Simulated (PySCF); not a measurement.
# triplet BOF: levels of theory compared

We compute a comparison of 6 runs (UHF/STO-3G, UHF/3-21G, U-wB97M-V/cc-pVTZ, UPBE0/cc-pVTZ, USVWN5/cc-pVTZ, USCS-MP2/cc-pVTZ) of triplet BOF. Input form: a Python script.

The calculation is run with PySCF 2.14.0.

3 further runs of the same task are left out: 3 set aside as unsound or not needed. Runs told in other sessions of the task aren't counted.

**1. The structure to begin with**

BOF: 3 atoms, total charge 0, spin state triplet. As SMILES of the parent species, `O=BF`. The coordinates come from a PBE0-D4/def2-TZVP relaxation. That shape belongs to the parent species and isn't relaxed for this state.

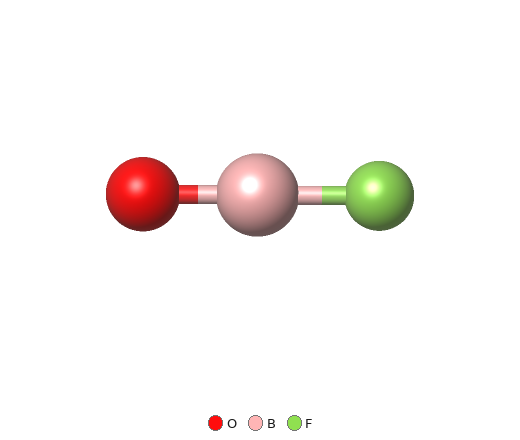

The structure, seen from a chosen angle (oxygen red, boron pink, fluorine green).

**2. The energy at UHF/STO-3G (run 1)**

Input file input.py:

```python
from pyscf import gto

molecule = gto.Mole()
molecule.atom = [
    ('O', (0.983100, -0.565100, 0.479900)),
    ('B', (0.020300, -0.011600, 0.009900)),
    ('F', (-1.003400, 0.576800, -0.489800)),
]
molecule.spin = 2
molecule.basis = 'sto-3g'
molecule.max_memory = 1860
molecule.verbose = 4
molecule.build()

calc0 = molecule.UHF()
calc0.conv_tol = 1e-10
calc0.kernel()
if not calc0.converged:
    calc0 = calc0.newton().run(calc0.mo_coeff, calc0.mo_occ)

e_tot = calc0.e_tot
print('Final energy', e_tot)
```

Run with:

```sh
$ OMP_NUM_THREADS=1 python input.py
```

Output:

```text
PySCF version 2.14.0

[INPUT] num. atoms = 3
[INPUT] num. electrons = 22
[INPUT] charge = 0
[INPUT] spin (= nelec alpha-beta = 2S) = 2
[INPUT] symmetry False subgroup None
[INPUT] Mole.unit = angstrom
[INPUT] Symbol           X                Y                Z      unit          X                Y                Z       unit  Magmom
[INPUT]  1 O      0.983100000000  -0.565100000000   0.479900000000 AA    1.857789753060  -1.067884232992   0.906879567179 Bohr   0.0
[INPUT]  2 B      0.020300000000  -0.011600000000   0.009900000000 AA    0.038361440329  -0.021920823045   0.018708288633 Bohr   0.0
[INPUT]  3 F     -1.003400000000   0.576800000000  -0.489800000000 AA   -1.896151193389   1.089994028649  -0.925587855812 Bohr   0.0

nuclear repulsion = 51.4389501540037
number of shells = 9
number of NR pGTOs = 45
number of NR cGTOs = 15
basis = sto-3g
ecp = {}

[... 19 lines left out ...]
WARN: beta  nocc = 10  HOMO -0.471682365112687 >= LUMO -0.471682365040412
[... 1 line left out ...]
WARN: HOMO 0.230410018330413 >= LUMO -0.471682365040412
[... 54 lines left out ...]
converged SCF energy = -195.956278651311  <S^2> = 2.0069265  2S+1 = 3.0046141
Final energy -195.95627865131075
```

It took 0.64 s on 1 thread of Arm Neoverse V2, shared host; peak memory 0.12 GiB.

**3. A single-point energy at UHF/3-21G (run 2)**

Input file start.xyz:

```xyz
3
BFO
O      0.983100    -0.565100     0.479900
B      0.020300    -0.011600     0.009900
F     -1.003400     0.576800    -0.489800
```

Input file job.py:

```python
from pyscf import gto, scf

mol = gto.M(
    atom='start.xyz',
    max_memory=1860,
    spin=2,
    verbose=3,
    charge=0,
    basis='3-21g',
)

mf = scf.UHF(mol)
mf.conv_tol = 1e-10
mf.kernel()
if not mf.converged:
    mf = mf.newton().run(mf.mo_coeff, mf.mo_occ)

e_tot = mf.e_tot
print(f'total energy: {e_tot:.8f} hartree')
```

Run with:

```sh
$ OMP_NUM_THREADS=1 python job.py
```

Output:

```text
WARN: HOMO 0.0497862012559329 >= LUMO -0.523915924057316

converged SCF energy = -197.709335276612  <S^2> = 2.0038243  2S+1 = 3.0025485
total energy: -197.70933528 hartree
```

It took 0.54 s on 1 thread of Arm Neoverse V2, shared host; peak memory 0.1 GiB.

Runs 3 to 4 aren't shown in full; the table further down has their settings and results.

**4. The energy at USVWN5/cc-pVTZ (run 5)**

Input file job.py:

```python
from pyscf import gto, dft

molecule = gto.M(
    atom='''
O    0.983100  -0.565100   0.479900
B    0.020300  -0.011600   0.009900
F   -1.003400   0.576800  -0.489800
''',
    spin=2,
    basis='cc-pvtz',
    max_memory=1860,
    verbose=3,
)

ks = dft.UKS(molecule)
ks.xc = 'svwn'
ks.grids.level = 5
ks.conv_tol = 1e-10
ks.kernel()
if not ks.converged:
    ks = ks.newton().run(ks.mo_coeff, ks.mo_occ)

etot = ks.e_tot
print('E(%s) = %.9f' % ('SVWN5', etot))
```

Run with:

```sh
$ OMP_NUM_THREADS=1 python job.py
```

Output:

```text
WARN: HOMO -0.063689052564472 >= LUMO -0.449545087391666

WARN: HOMO -0.0841904889822747 >= LUMO -0.330842489282853

WARN: HOMO -0.0890631345655084 >= LUMO -0.401878680671827

WARN: HOMO -0.0932395700485547 >= LUMO -0.396986859632546

WARN: HOMO -0.0925996486085801 >= LUMO -0.400018538249301

WARN: HOMO -0.0913726622075686 >= LUMO -0.4011235719503

WARN: HOMO -0.090333973875266 >= LUMO -0.398472959513398

WARN: HOMO -0.0911502892231955 >= LUMO -0.399009269504481

WARN: HOMO -0.0910026907663379 >= LUMO -0.398266612580633

WARN: HOMO -0.0910410766749532 >= LUMO -0.398379324109394

WARN: HOMO -0.0910464742106232 >= LUMO -0.39838217036582

WARN: HOMO -0.0910446447056525 >= LUMO -0.398372199488892

WARN: HOMO -0.0910437857007604 >= LUMO -0.398368150335579

WARN: HOMO -0.0910434448179664 >= LUMO -0.398365572593546

WARN: HOMO -0.0910432818652875 >= LUMO -0.398367106768907

WARN: HOMO -0.0910430196488363 >= LUMO -0.398366771813111

WARN: HOMO -0.0910433487096505 >= LUMO -0.398367012348049

converged SCF energy = -198.355906437766  <S^2> = 2.0009786  2S+1 = 3.0006523
E(SVWN5) = -198.355906438
```

It took 12 s on 1 thread of Arm Neoverse V2, shared host; peak memory 0.28 GiB.

**5. A single-point energy at USCS-MP2/cc-pVTZ (run 6)**

Input file input.py:

```python
from pyscf import gto, mp

system = gto.Mole()
system.atom = 'O 0.983100 -0.565100 0.479900; B 0.020300 -0.011600 0.009900; F -1.003400 0.576800 -0.489800'
system.spin = 2
system.max_memory = 1860
system.verbose = 3
system.basis = 'cc-pvtz'
system.charge = 0
system.build()

mf = system.UHF()
mf.conv_tol = 1e-10
mf.kernel()
if not mf.converged:
    mf = mf.newton().run(mf.mo_coeff, mf.mo_occ)

pt = mp.MP2(mf, frozen=3).run()
energy = mf.e_tot + 1.2 * pt.e_corr_os + pt.e_corr_ss / 3
print('E(%s) = %.9f' % ('SCS-MP2', energy))
```

Run with:

```sh
$ OMP_NUM_THREADS=1 python input.py
```

Output:

```text
WARN: HOMO 0.0165778947687443 >= LUMO -0.53545068666707

converged SCF energy = -198.900126695088  <S^2> = 2.0058118  2S+1 = 3.003872
E(UMP2) = -199.417859479911  E_corr = -0.517732784822904
E(SCS-UMP2) = -199.401364178907  E_corr = -0.501237483819405
E(SCS-MP2) = -199.401364179
```

It took 2.8 s on 1 thread of Arm Neoverse V2, shared host; peak memory 0.21 GiB.

**6. The series**

```tsv
run	level	integration grid	nlc grid	energy (Eh)	dipole moment (D) of the reference	HOMO energy (eV)	⟨S²⟩	wall time
1	UHF/STO-3G	–	–	-195.956279	0.27	0.83	2.007	0.64 s
2	UHF/3-21G	–	–	-197.709335	0.58	-4.75	2.004	0.54 s
3	U-wB97M-V/cc-pVTZ	5	1	-199.743483	0.58	-5.15	2.002	48 s
4	UPBE0/cc-pVTZ	5	–	-199.584229	0.52	-3.24	2.002	13 s
5	USVWN5/cc-pVTZ	5	–	-198.355906	0.12	-2.48	2.001	12 s
6	USCS-MP2/cc-pVTZ	–	–	-199.401364	0.73	-5.11	2.006	2.8 s
```

**7. Results**

| quantity | value |
| --- | --- |
| run 6: total energy | -199.40136 Eh |
| run 6: dipole moment (Hartree–Fock density) | 0.73 D |
| run 6: HOMO energy (Hartree–Fock orbitals) (highest over α and β) | -5.11 eV |
| run 6: LUMO energy (Hartree–Fock orbitals) (lowest over α and β) | -1.98 eV |
| run 6: correlation energy (3 core orbitals frozen) | -501.2 mEh |
| run 6: ⟨S²⟩ of the reference determinant | 2.006 |

**Reading.** Over runs 1, 2, 3, 4, 5 the dipole moment (its size) runs from 0.12 D (USVWN5/cc-pVTZ) to 0.58 D (UHF/3-21G). The two ends differ in method and basis. Totals of different functionals can't be ranked against each other. In run 1 the basis is minimal, so the values are rough. All runs together took 78 s, the longest 48 s.
